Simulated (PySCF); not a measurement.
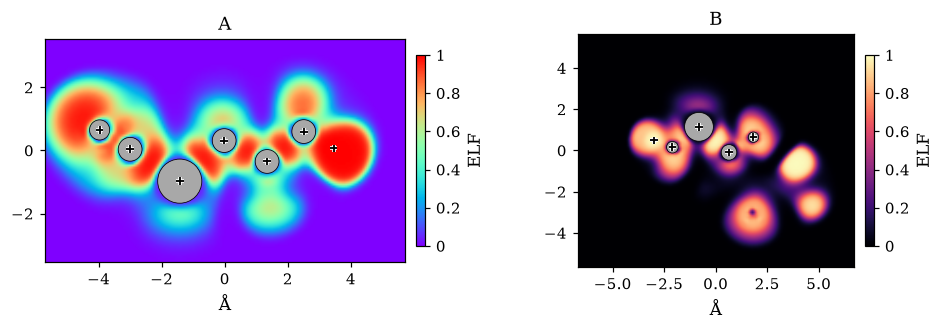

The ELF of 2 systems, each on a plane through atoms (crosses mark nuclei in the plane; grey discs cover the cores).

Method: PySCF, PBE0/pcSseg-1, SCF density, gas phase, non-relativistic.

System 1: C3H10F2OSi2, the plane of atoms F6, C5 and Si7. Geometry: GFN2-xTB.

| atom | x (Å) | y (Å) | z (Å) |
| --- | --- | --- | --- |
| C | -2.8401 | -0.8496 | -0.4390 |
| Si | -1.8503 | 0.7466 | -0.2348 |
| F | -1.7884 | 1.0884 | 1.3504 |
| C | -0.0367 | 0.6253 | -0.8061 |
| C | 0.8006 | -0.3594 | 0.0030 |
| F | 0.2995 | -1.6499 | -0.1885 |
| Si | 2.6535 | -0.3717 | -0.4750 |
| O | 3.0929 | 1.1647 | -0.1808 |
| H | -2.2757 | -1.7129 | -0.0981 |
| H | -3.1067 | -1.0217 | -1.4772 |
| H | -3.7604 | -0.8052 | 0.1366 |
| H | -2.5058 | 1.9183 | -0.8075 |
| H | 0.4414 | 1.6004 | -0.7123 |
| H | 0.0176 | 0.3450 | -1.8585 |
| H | 0.6679 | -0.1637 | 1.0730 |
| H | 3.3931 | -1.3147 | 0.3604 |
| H | 2.7999 | -0.7020 | -1.8926 |
| H | 3.9889 | 1.4685 | -0.2941 |

System 2: C4H8FNSi (SMILES C[C@H](F)C[SiH2]C#N), the plane of atoms C4, Si5 and C6. Geometry: GFN2-xTB.

```yaml
atoms:
  - { symbol: C, position_ang: [-2.3080, 0.4860, 0.1476] }
  - { symbol: C, position_ang: [-1.0795, -0.3664, -0.1254] }
  - { symbol: F, position_ang: [-1.0516, -1.4084, 0.7948] }
  - { symbol: C, position_ang: [0.2269, 0.4057, -0.0227] }
  - { symbol: Si, position_ang: [1.7355, -0.7618, -0.0532] }
  - { symbol: C, position_ang: [3.2206, 0.3734, -0.1019] }
  - { symbol: N, position_ang: [4.1347, 1.0632, -0.1305] }
  - { symbol: H, position_ang: [-3.2068, -0.1240, 0.0962] }
  - { symbol: H, position_ang: [-2.2423, 0.9267, 1.1401] }
  - { symbol: H, position_ang: [-2.3749, 1.2795, -0.5913] }
  - { symbol: H, position_ang: [-1.1605, -0.8559, -1.1051] }
  - { symbol: H, position_ang: [0.2231, 0.9820, 0.9052] }
  - { symbol: H, position_ang: [0.2666, 1.1231, -0.8431] }
  - { symbol: H, position_ang: [1.8443, -1.5691, 1.1587] }
  - { symbol: H, position_ang: [1.7673, -1.5460, -1.2914] }
```

Match each panel to its system.

Panel A is system 2, C4H8FNSi: the plane holds C, Si, N and H. C–N (1.15 Å): the ELF peaks at about 0.90 between the atoms (a multiple bond). Panel B is system 1, C3H10F2OSi2: the plane holds C, F, Si, O and H. C–F (1.40 Å): the ELF peaks at about 0.85 between the atoms, as expected for a polar covalent bond.
